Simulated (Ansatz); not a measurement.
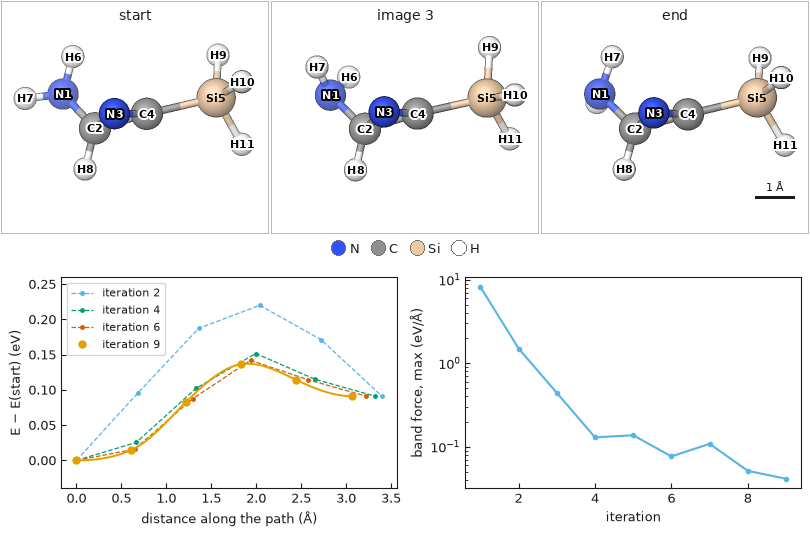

A search for the minimum-energy path of C2H6N2Si by the nudged elastic band. Images are numbered from 0 (start) to 5 (end). The plot follows the band through its iterations. Style: ball-and-stick. Shown at a tilt.

Computed with RKS r2SCAN/6-31G* in Ansatz 0.2.0. Set-up: 4 movable images; no climbing image; force threshold 0.05 eV/Å; iteration limit 60; starting path through a guess of the saddle point.

How did the profile develop, and is the result final?

The run is converged, with reservations. The band converged in 9 iterations. The largest component of the band force went from 8.2 to 0.041 eV/Å. No image climbed, so the highest image needn't lie on the saddle point, and the true maximum along this path can be higher. The first iteration put the highest image at 1.405 eV. The highest point, image 3, lies 0.136 eV above the start and 0.045 eV above the end; the end is at +0.091 eV relative to the start.

Cost: 83 s on 2 threads of Intel(R) Xeon(R) Platinum 8488C (Sapphire Rapids) (shared host), peak memory 0.23 GiB.
